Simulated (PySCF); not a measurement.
**SiO: single-point calculation**

The run: single-point calculation of SiO. Method and program: RHF/6-31g*, mp2 (PySCF 2.14.0).

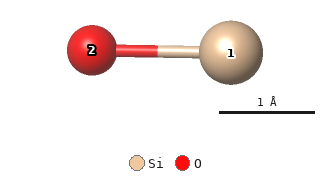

Fig. 1: The input geometry (ball-and-stick view, seen at a tilt; atoms are numbered from 1 in the order of the input).

The input:
```python
from pyscf import gto, scf, mp

mol = gto.M(
    atom='Si 0 0 0; O 0 0 1.467',
    basis='6-31g*',
    charge=0,
    spin=0,
    verbose=3,
)
mf = scf.RHF(mol)
mf.kernel()
mp.MP2(mf).kernel()
mf.dip_moment()
print('orbital energies (hartree):', mf.mo_energy[..., max(0, mol.nelec[1]-3):mol.nelec[0]+3].round(4))
```

Run on 1 CPU thread, shared host.

Command:
```bash
OMP_NUM_THREADS=1 python input.py
```

The program's output:
```
converged SCF energy = -363.776588013089
E(RMP2) = -364.044235312  E_corr = -0.267647298911487
E(SCS-RMP2) = -364.035680044126  E_corr = -0.259092031037247
Dipole moment(X, Y, Z, Debye):  0.00000,  0.00000, -3.15856
orbital energies (hartree): [-0.4801 -0.4801 -0.4316  0.0589  0.0589  0.1676]
```

Results in brief:

- outcome: converged
- SCF energy: −363.776588 hartree
- dipole moment: 3.16 D
- wall time: 1.5 s
